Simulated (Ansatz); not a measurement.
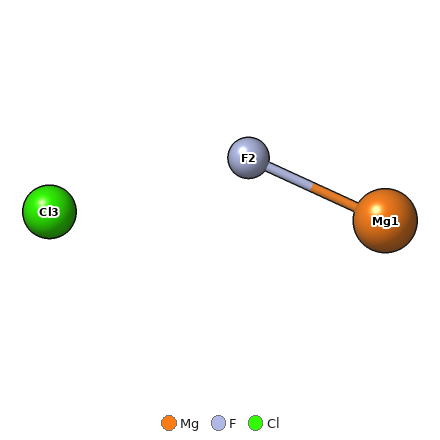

The system is Mg + FCl; the picture shows the reference structure. First axis: distance Mg1–F2. Second axis: distance F2–Cl3. Nothing is relaxed (the angle Mg1–F2–Cl3 is fixed at 140 degrees). The grid has 17 × 17 points. All energies are given in eV relative to the lowest grid point. The reference is spin-restricted, so regions where a bond is pulled apart into radicals lie too high. Method: RKS PBE0-D4/def2-SVPD in Ansatz 0.2.0.

Its coordinates:

```xyz
3

Mg   -1.7690    0.0000    0.0000
F     0.0000    0.0000    0.0000
Cl    1.8630    1.5633    0.0000
```

Range: distance Mg1–F2 from 1.608 to 4.008 Å; distance F2–Cl3 from 1.296 to 3.696 Å.

What will the energy surface look like?

The lowest grid point is at distance Mg1–F2 = 1.769 Å, distance F2–Cl3 = 2.432 Å. No other kind of well shows on this grid. The highest grid point, distance Mg1–F2 = 1.608 Å, distance F2–Cl3 = 1.296 Å, lies 7.99 eV above the lowest.

| distance F2–Cl3 ↓, distance Mg1–F2 → | 1.608 | 1.769 | 2.004 | 2.279 | 2.583 | 2.911 | 3.259 | 3.626 | 4.008 |
| --- | --- | --- | --- | --- | --- | --- | --- | --- | --- |
| 3.503 | 0.48 | 0.26 | 0.77 | 1.68 | 2.62 | 3.42 | 4.02 | 4.45 | 4.76 |
| 3.128 | 0.39 | 0.17 | 0.67 | 1.56 | 2.47 | 3.23 | 3.80 | 4.21 | 4.49 |
| 2.771 | 0.30 | 0.06 | 0.53 | 1.37 | 2.22 | 2.92 | 3.44 | 3.82 | 4.07 |
| 2.432 | 0.28 | 0.00 | 0.39 | 1.13 | 1.87 | 2.47 | 2.92 | 3.23 | 3.45 |
| 2.115 | 0.54 | 0.16 | 0.39 | 0.94 | 1.50 | 1.95 | 2.29 | 2.52 | 2.68 |
| 1.825 | 1.40 | 0.83 | 0.79 | 1.05 | 1.33 | 1.57 | 1.75 | 1.87 | 1.95 |
| 1.568 | 3.12 | 2.31 | 1.90 | 1.79 | 1.77 | 1.77 | 1.79 | 1.81 | 1.82 |
| 1.361 | 6.19 | 5.18 | 4.53 | 4.19 | 3.99 | 3.89 | 3.85 | 3.84 | 3.84 |

The table holds every second grid line.

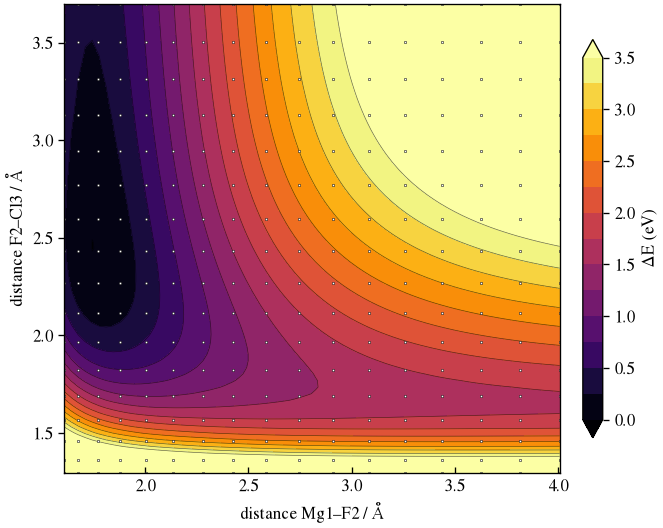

In the figure: filled contours, dots at the grid points, one colour for all values above the top of the scale. Between grid points the surface is interpolated.

Each point was launched as `ansatz run input.yaml --threads 1 --pin off --max-ram 2560MiB --backend cpu --events-out ev --progress --plain --runs-dir out`. Time for the 289 points that were run: 16 min on 1 thread of Arm Neoverse V1, on a shared host.
